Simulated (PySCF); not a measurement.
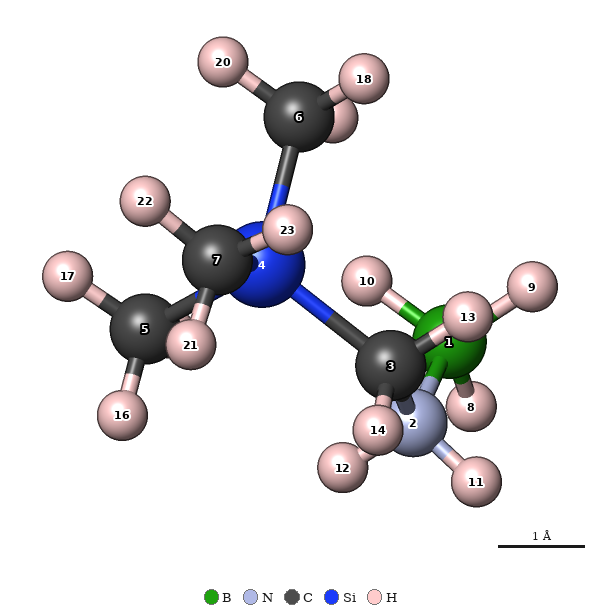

*The structure as given in the input (ball-and-stick view, seen at a tilt; atoms are numbered from 1 in the order of the input).*

Bond lengths as drawn: B–H 1.23 Å, B–N 1.62 Å, C–H 1.10 Å, C–N 1.48 Å, C–Si 1.87 to 1.92 Å and H–N 1.02 Å.

C4H16BNSi: NMR shielding calculation

C4H16BNSi, computed with GIAO PBE0/pcSseg-1 NMR shielding, non-relativistic, gas phase (PySCF 2.14.0).

The geometry comes from this level: PBE0-D3(BJ)/def2-SVP. Figures and captions count atoms from 1; the log counts them from 0 in places.

### Input
```
{"job": {"kind": "nmr", "xc": "PBE0", "basis": "pcSseg-1", "pop": false}, "charge": 0, "multiplicity": 1}
B      2.393012     0.672650     1.201744
N      2.121392     0.116361    -0.295506
C      0.994385    -0.823312    -0.456885
Si    -0.748537    -0.101670    -0.108981
C     -0.804025     1.662300    -0.760135
C     -1.215039    -0.192771     1.701984
C     -1.918181    -1.191798    -1.106050
H      3.411610     1.349939     1.120424
H      2.524440    -0.315850     1.914998
H      1.415852     1.346488     1.505244
H      2.987123    -0.320927    -0.615014
H      1.983046     0.927910    -0.900481
H      1.171627    -1.668341     0.226515
H      0.994478    -1.227930    -1.484209
H     -0.120816     2.314505    -0.193848
H     -0.543744     1.716346    -1.829883
H     -1.820481     2.072727    -0.649749
H     -1.234498    -1.237696     2.049883
H     -0.495228     0.361835     2.320119
H     -2.219376     0.233132     1.857492
H     -1.713202    -1.133666    -2.186856
H     -2.964132    -0.884740    -0.946163
H     -1.834725    -2.247352    -0.800391
```

The first line tells a small driver script what to run in PySCF; the rest is the geometry in Å.

### Output
```
coarse grid: 18040 points
cycle   1  E = -530.5796787766  dE =  1.978e-01  |g| = 5.978e-01  |ddm| = 3.952e+00
cycle   2  E = -530.5834690635  dE = -3.790e-03  |g| = 6.017e-01  |ddm| = 1.152e+00
cycle   3  E = -530.6817415417  dE = -9.827e-02  |g| = 4.350e-02  |ddm| = 5.615e-01
cycle   4  E = -530.6821919290  dE = -4.504e-04  |g| = 1.811e-02  |ddm| = 6.914e-02
cycle   5  E = -530.6822826831  dE = -9.075e-05  |g| = 3.743e-03  |ddm| = 2.068e-02
cycle   6  E = -530.6822858700  dE = -3.187e-06  |g| = 1.672e-03  |ddm| = 5.663e-03
final grid: 164912 points
cycle   7  E = -530.7196107421  dE = -6.416e-05  |g| = 1.092e-02  |ddm| = 5.013e-02
cycle   8  E = -530.7196011601  dE =  9.582e-06  |g| = 1.279e-02  |ddm| = 1.914e-02
cycle   9  E = -530.7196404588  dE = -3.930e-05  |g| = 1.004e-03  |ddm| = 1.017e-02
cycle  10  E = -530.7196406644  dE = -2.056e-07  |g| = 2.906e-04  |ddm| = 9.672e-04
cycle  11  E = -530.7196406813  dE = -1.686e-08  |g| = 6.005e-05  |ddm| = 2.570e-04
cycle  12  E = -530.7196406821  dE = -8.745e-10  |g| = 1.673e-05  |ddm| = 7.640e-05
```

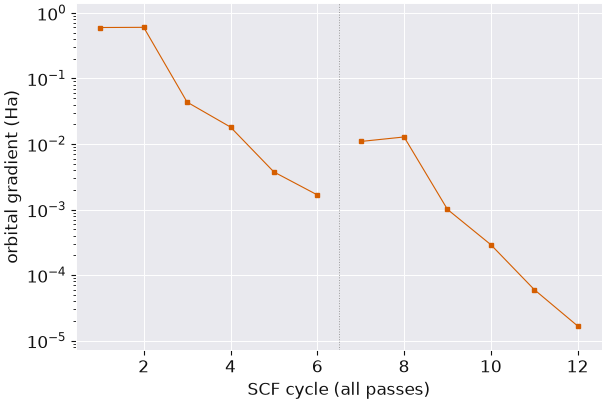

*Convergence of the self-consistent field: orbital gradient against the SCF cycle. The dotted line marks the change from a coarse to the final integration grid.*

The first 6 cycles use a coarse grid, the final grid takes over at cycle 7, and the field converges after 12 cycles in all.

```
converged SCF energy = -530.7196406821

GIAO shielding tensors (ppm)
atom      isotropic    diamagn.    paramagn.     s11        s22        s33       span
  0 B      122.859     190.943     -68.084    107.727    113.123    147.728     40.001
  1 N      214.488     317.001    -102.514    199.562    216.135    227.767     28.204
  2 C      146.134     256.947    -110.813    126.824    131.509    180.070     53.246
  3 Si     350.682     882.373    -531.691    338.434    344.859    368.753     30.318
  4 C      189.976     256.691     -66.716    184.758    189.774    195.395     10.637
  5 C      182.886     255.624     -72.738    178.497    181.585    188.574     10.076
  6 C      185.120     255.425     -70.305    179.288    185.009    191.063     11.775
  7 H       29.197      29.400      -0.202     26.116     27.334     34.142      8.026
  8 H       29.387      30.644      -1.258     26.947     27.487     33.727      6.780
  9 H       29.188      31.939      -2.751     25.836     28.695     33.034      7.198
 10 H       28.392      29.402      -1.009     20.144     25.413     39.620     19.477
 11 H       28.786      33.457      -4.671     22.904     27.015     36.439     13.535
 12 H       29.102      33.829      -4.726     25.652     28.878     32.776      7.124
 13 H       29.423      33.972      -4.549     23.769     29.632     34.868     11.099
 14 H       30.456      32.406      -1.950     25.291     29.196     36.881     11.590
 15 H       31.533      32.216      -0.683     27.613     28.510     38.474     10.861
 16 H       31.090      30.808       0.282     26.721     28.269     38.279     11.558
 17 H       31.083      31.427      -0.344     27.322     28.235     37.691     10.369
 18 H       29.824      31.659      -1.835     24.588     28.751     36.134     11.546
 19 H       31.195      30.632       0.563     26.910     28.451     38.224     11.314
 20 H       31.481      31.467       0.014     27.059     29.077     38.307     11.248
 21 H       31.211      30.267       0.944     26.912     28.486     38.235     11.323
 22 H       31.322      31.273       0.049     27.070     28.909     37.986     10.917
```

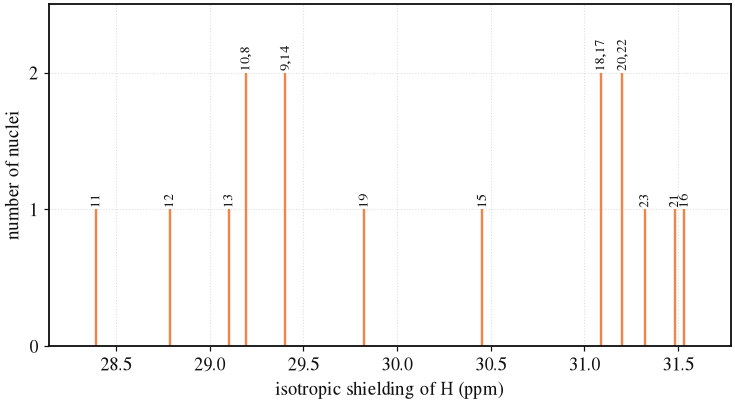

*Isotropic shieldings of the hydrogen nuclei in this fixed geometry, labelled by atom number; shielding grows to the right, so chemical shift grows to the left.*

The least shielded is H11 (28.4 ppm), the most shielded H16 (31.5 ppm).

### Summary

- outcome: converged
- total energy: −530.719641 hartree
- HOMO: −7.63 eV
- LUMO: 0.38 eV
- dipole moment: 5.01 D
- isotropic shielding, B: 122.9 ppm
- isotropic shielding, N: 214.5 ppm
- isotropic shielding, C: 146.1 to 190.0 ppm
- isotropic shielding, Si: 350.7 ppm
- isotropic shielding, H: 28.4 to 31.5 ppm
- hardware: 8 threads of Arm Neoverse V1, 24 GiB of memory available, shared host
- wall time: 20 s (CPU time 31 s)
- peak memory: 1.9 GiB
